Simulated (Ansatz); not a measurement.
## How far to go with the k-point mesh at a smearing width of 0.05 eV: Au (Fm-3m, 1 atom in the cell)

```
CELL_PARAMETERS angstrom
      0.00000     2.03388     2.03388
      2.03388     0.00000     2.03388
      2.03388     2.03388     0.00000
ATOMIC_POSITIONS crystal
  Au 0.00000 0.00000 0.00000
```

Level of theory: PBEsol, PAW files made with PBE (plane waves; Ansatz, a first-principles code).

Base settings: basis.ecutwfc = 420 eV; kpoints.mp_grid.grid = 14 14 14; hamiltonian.xc = pbesol; hamiltonian.pseudopotentials = {kind: paw} (the program's default PAW files); scf.occupations.method = fermi_dirac; scf.occupations.width = 0.1 eV.

In this ladder: scf.occupations.width = 0.05 eV.

The second cell is the first with its lattice scaled by 0.98.

Only quantities that move along the ladder and can be compared are tabulated.

The count of work is k-points × plane waves × bands × iterations; it is no time. 

The starting cell has typed, rounded lattice constants, without a prior relaxation at this level. Its lattice was rescaled by up to half a per cent. Ansatz's pressure includes its estimate of the finite-basis (Pulay) stress.

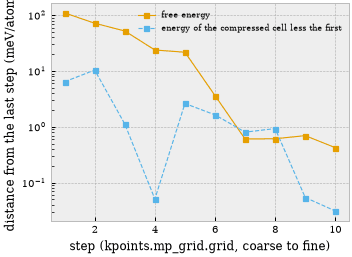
Fig. 1. Distance from the last step along the ladder; very small values are drawn at a floor.

```csv
kpoints.mp_grid.grid,free energy less the last step's (meV/atom),energy of the compressed cell less the first (meV/atom),pressure (GPa),count of work / last
5 5 5,-109.99,44.42,1.15,0.010
6 6 6,71.90,61.28,3.44,0.017
7 7 7,-52.22,49.74,1.79,0.021
9 9 9,-23.82,50.91,1.95,0.036
10 10 10,21.75,53.48,2.46,0.049
13 13 13,-3.63,49.22,1.69,0.087
15 15 15,-0.61,50.05,1.87,0.12
18 18 18,-0.61,51.79,2.10,0.20
22 22 22,-0.70,50.91,1.99,0.34
27 27 27,0.42,50.83,1.96,0.58
33 33 33,0.00,50.86,1.97,1.0
```

Coarsest kpoints.mp_grid.grid that holds the free energy within 2 meV/atom of the last step, with all finer ones: 15 15 15, at 0.12 of the last step's count of work; the step before is off by 3.6 meV/atom.

Coarsest kpoints.mp_grid.grid that holds the pressure within 1 GPa of the last step, with all finer ones: 7 7 7, at 0.021 of the last step's count of work; the step before is off by 1.5 GPa.

Coarsest kpoints.mp_grid.grid that holds the energy of the compressed cell less the first within 0.2 meV/atom of the last step, with all finer ones: 22 22 22, at 0.34 of the last step's count of work; the step before is off by 0.93 meV/atom.

Keys are those of Ansatz 0.2.
